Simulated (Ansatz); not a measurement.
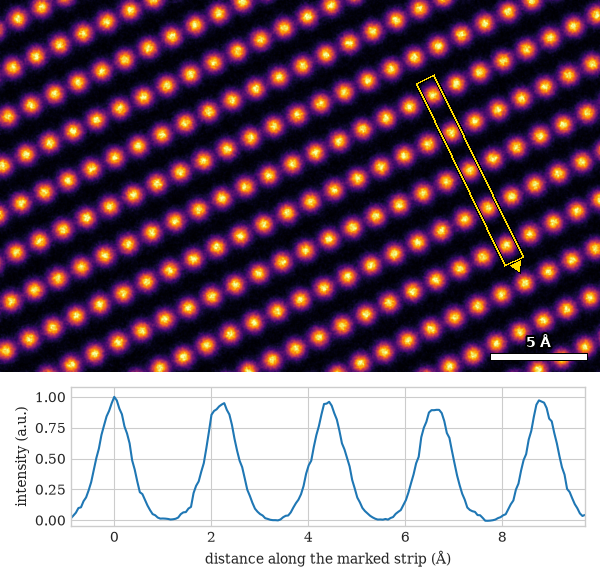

HAADF-like image of Ru (P6_3/mmc, No. 194) along [210]. Simulated incoherent Z contrast: every atom adds Z^1.7 spread by a probe of 0.76 Å full width; channelling and multiple scattering are left out. The probe carries 15 % of its weight in a tail 2.5 times as wide. Shot noise was added. Structure: the end point of a relaxation with DFT, BLYP, plane waves (420 eV) with PAW, scalar-relativistic (Ansatz 0.2.0); the starting structure was generated, so it need not be a known form of this composition.

```
Ru
1.0
     2.75352    0.00000    0.00000
    -1.37676    2.38462    0.00000
     0.00000    0.00000    8.82961
Ru
4
Direct
  0.00000 0.00000 0.00000
  0.00000 0.00000 0.50000
  0.33333 0.66667 0.25000
  0.66667 0.33333 0.75000
```

The curve is the intensity along the marked strip, in the direction of its arrowhead, with zero distance at the first column. Brightness is counted from the darkest point of the image.

Assign the peaks of the line profile.

Answer.
```tsv
position (Å)	atoms per repeat along the beam	height (% of the highest)
0.0	1 Ru	100
2.2	1 Ru	100
4.4	1 Ru	100
6.6	1 Ru	100
8.8	1 Ru	100
```
